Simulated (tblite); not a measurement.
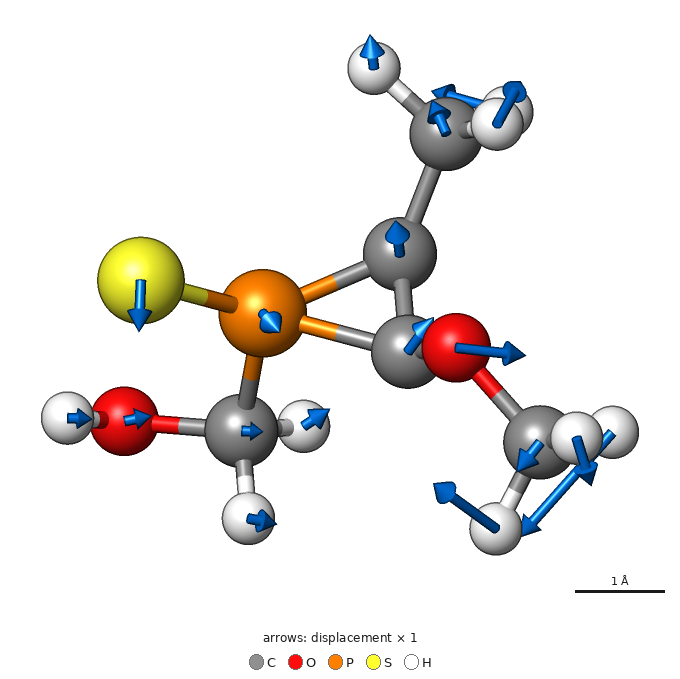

This is a relaxation of C$_{5}$H$_{9}$O$_{2}$PS. The starting structure is drawn; blue arrows show the displacements, at their true length. The two geometries are superimposed by the best rigid fit.

A ball-and-stick model, seen at a tilt.

The calculation used tblite, GFN2-xTB geometry optimisation, gas phase. 

### What did the optimiser do to the structure, and how much energy did it gain?

The atom that moves furthest after the best rigid fit is an H atom (1.59 Å). Largest moves by element: H 1.59 Å, O 0.85 Å, S 0.60 Å, C 0.56 Å, P 0.45 Å. Among the contacts that change: C–P 1.690 → 1.820 Å, C–P 1.782 → 1.883 Å, C–O 1.433 → 1.386 Å, C–O 1.350 → 1.321 Å. Bond angles that change, for instance: O–C–C 121.7° → 141.2°, O–C–P 130.9° → 149.6°, C–C–P 132.5° → 149.6°. After 149 geometry steps the energy has fallen by 1.734 eV. Cost: 1.3 s on 1 thread of AMD EPYC 9R45 96-Core Processor, with other jobs on the host.
